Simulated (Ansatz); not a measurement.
## Electronic structure of BClFH···HF in real space

Input file:

```
crystal:
  periodic: [false, false, false]
  atoms:
    - { symbol: B, position_ang: [0.0, 0.0, 0.0] }
    - { symbol: F, position_ang: [0.0, 0.0, 1.67] }
    - { symbol: Cl, position_ang: [1.6108, 0.0, -0.93] }
    - { symbol: F, position_ang: [-1.1431, 0.0, -0.66] }
    - { symbol: H, position_ang: [0.3134, -1.3788, 0.4698] }
    - { symbol: H, position_ang: [0.247, -1.0866, 1.3144] }
basis:
  gaussian: { orbitals: "6-31G*" }
hamiltonian:
  xc: b3lyp
relax:
  f_tol: 0.15
  max_steps: 25
  restrain:
    - { distance: [0, 4], at: 1.19, k: 30.0 }
    - { distance: [5, 1], at: 0.92, k: 30.0 }
    - { distance: [0, 1], at: 2.52, k: 30.0 }
    - { distance: [5, 4], at: 1.86, k: 30.0 }
output:
  orbitals: {}
```

Run with:

```sh
ansatz run input.yaml --threads 1 --pin off --max-ram 2048MiB --backend cpu --events-out ev --progress --plain --runs-dir out
```

The fields are those of the relaxed geometry.

These are results of RKS B3LYP/6-31G* (Ansatz 0.2.0), not measurements.

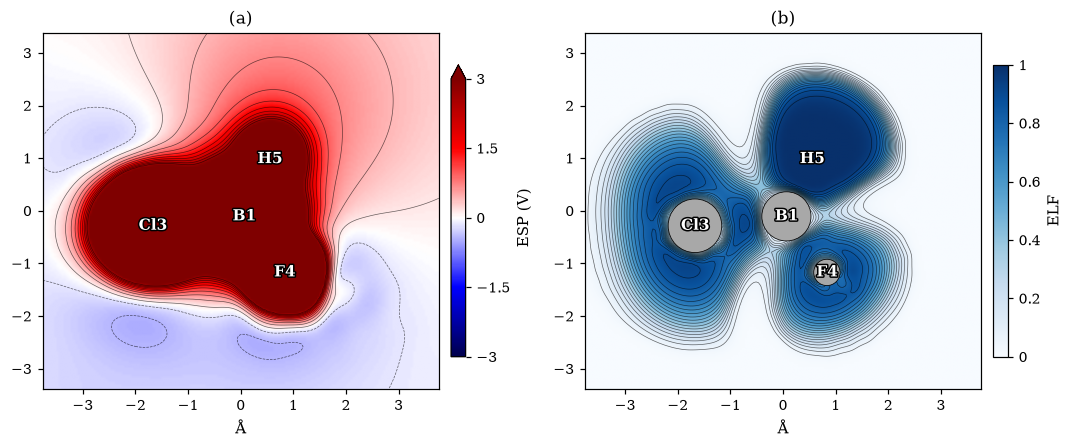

Figure 1. (a) molecular electrostatic potential; (b) ELF on the plane of atoms F4, B1 and H5. Grey discs cover the atomic cores in the ELF map.

Read the bonding off the picture.

Atoms in the plane: B, Cl, F and H.
B–F (1.31 Å): the ELF peaks at about 0.85 between the atoms: a shared but strongly polarised pair.
B–Cl (1.76 Å): the ELF peaks at about 0.90 between the atoms (a polar covalent bond).
B–H (1.19 Å): the ELF climbs to about 1 towards the hydrogen, as it does in any bond to H; a covalent bond by its length.
The ELF also peaks beside F4 and Cl3, away from the bonds: lone-pair regions.
Outside the dense part of the complex the potential is most negative (−0.5 V) near F4.

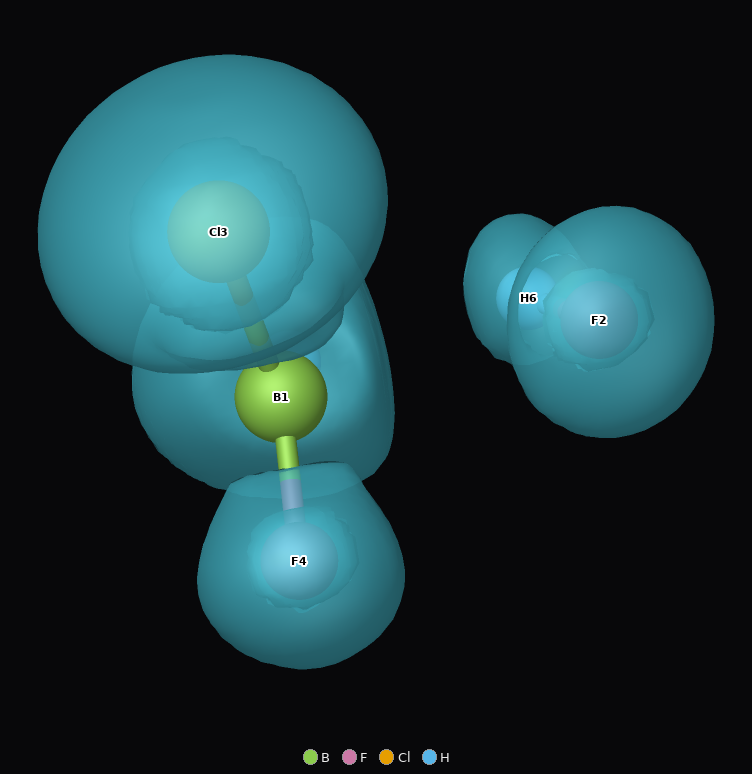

Figure 2. Isosurface of the ELF at 0.75 (cyan), seen at a tilt. Core shells and regions of very low density are left out.

Describe the localisation domains.

At this value the surface marks out one region around a hydrogen nucleus, one region on Cl in which the atom's valence shell and bonds are merged, one region on F in which the atom's valence shell and bonds are merged and one joined region spread over several atoms (F, H), in which their bonds and any lone pairs are merged.


B1···F2 (2.52 Å): the ELF is about 0.05 at the midpoint.

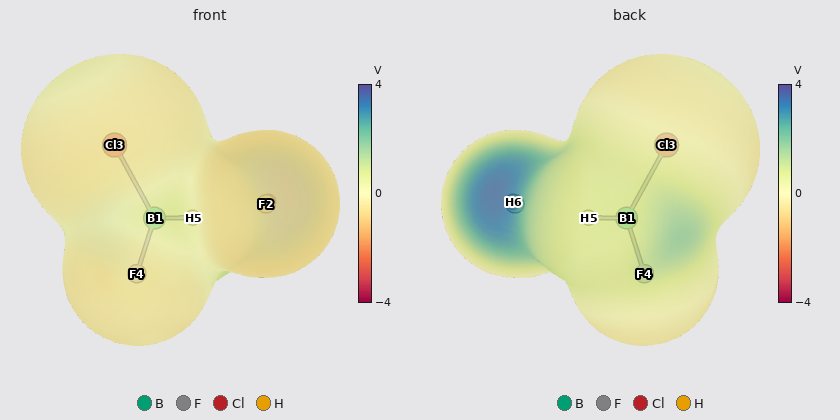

Figure 3. The molecular electrostatic potential painted on the density surface at 0.002 e/bohr³, seen from the front and from behind; the colour scale runs from red (negative) to blue (positive).

Describe the electrostatic potential map.

The most negative region (about −0.8 V, or −18 kcal/mol for a unit charge) lies over F2, the most positive (about +3.4 V, or +78 kcal/mol for a unit charge) over H6. Cl3 shows a σ-hole: about +0.2 V at the tip opposite its bond, against about −0.3 V on its flanks.

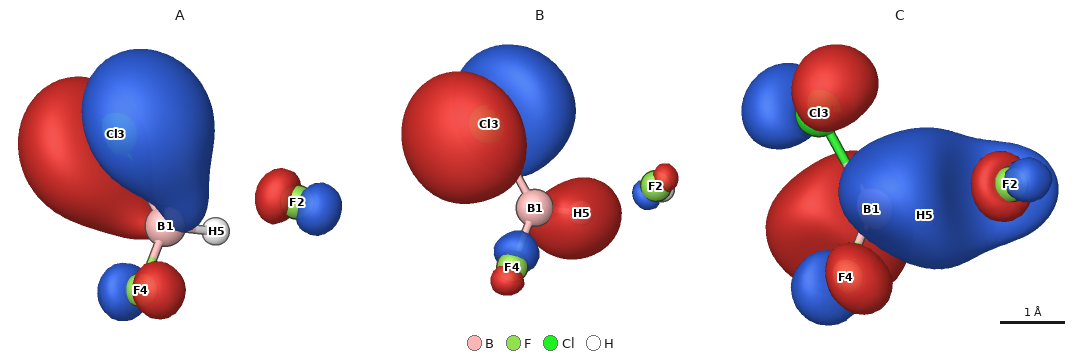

Figure 4. Three frontier orbitals at ±0.1 Å⁻³ᐟ² (blue and red are the two phases), in no order.

Order the three orbitals by energy and name them.

A is the HOMO−1 (−9.46 eV). Its weight (Hirshfeld) is mainly on Cl3 (about 85 %); largely a lone pair of Cl3. B is the HOMO (−9.00 eV). By Hirshfeld shares it lies mainly on Cl3 (about 85 %) and B1 (about 10 %); largely a lone pair of Cl3. C is the LUMO (−0.78 eV). Its weight (Hirshfeld) is mainly on B1 (about 55 %), Cl3 (about 15 %), F4 (about 15 %), H5 (about 5 %) and F2 (about 5 %).

What is the HOMO–LUMO gap?

8.22 eV between the orbital energies.
